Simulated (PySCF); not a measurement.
C4H9OSi (SMILES CO[Si]1CCC1) (doublet)

Input

```
{"job": {"kind": "epr", "basis": "pcH-1"}, "charge": 0, "multiplicity": 2}
C      2.839842     0.199747     0.186470
O      1.522761     0.613224     0.027486
Si     0.152143     0.155441     0.800313
C     -0.899423    -1.239621    -0.023453
C     -2.022496    -0.216883    -0.257779
C     -1.311032     1.114635     0.028650
H      3.471611     0.832464    -0.438463
H      2.962299    -0.843014    -0.117932
H      3.153158     0.298204     1.229344
H     -0.467815    -1.593890    -0.960099
H     -1.211262    -2.108193     0.549614
H     -2.436058    -0.267221    -1.265074
H     -2.832776    -0.374401     0.453326
H     -1.888239     1.793928     0.648437
H     -1.037125     1.643571    -0.882753
```

Run with:

```sh
OMP_NUM_THREADS=1 python probes_run.py task.json out
```

Geometry: GFN2-xTB.

Level of theory: UKS B3LYP, pcH-1 on C H O Si, non-relativistic, mean-field spin-orbit, GIAO (PySCF 2.14.0, density-fitted response routines).

### What will maps of the electron density, electron localisation function and spin density show?

C–O (1.39 Å): ρ at the midpoint is about 2.1 e/Å³, with its minimum of 1.8 e/Å³ about 0.5 Å from C; the ELF peaks at about 0.90 between the atoms; a shared but strongly polarised pair.
Si–O (1.64 Å): ρ is about 1.1 e/Å³ halfway; the ELF peaks at about 0.85 between the atoms: a polar covalent bond.
C–Si (1.91 Å): ρ at the midpoint is about 0.89 e/Å³; the ELF peaks at about 0.95 between the atoms; a shared electron pair.
C–H (1.09 Å): the density is about 2 e/Å³ at the midpoint; the ELF climbs to about 1 towards the hydrogen, as it does in any bond to H; a covalent bond by its length.
The unpaired spin (1 electron) lies mostly on Si3 (about 0.7), C4 (about 0.1), O2 (about 0.1) and C6 (about 0.1), in electrons by Hirshfeld's partition.

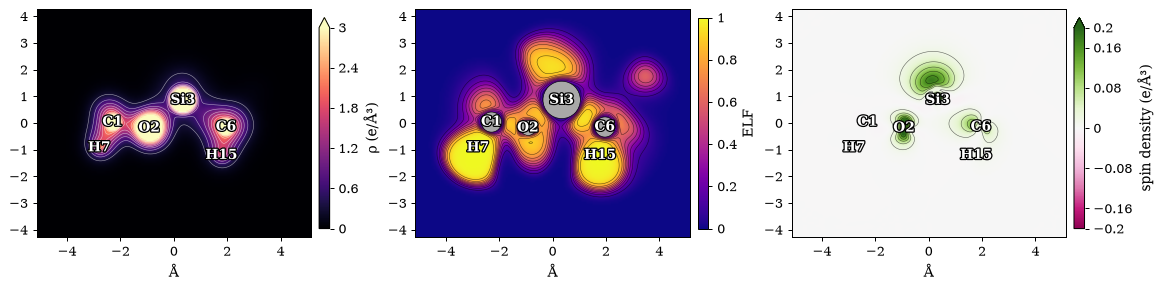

Computed electron density, electron localisation function and spin density on the plane of atoms O2, Si3 and C6, in this order. Grey discs cover the atomic cores in the ELF map. 
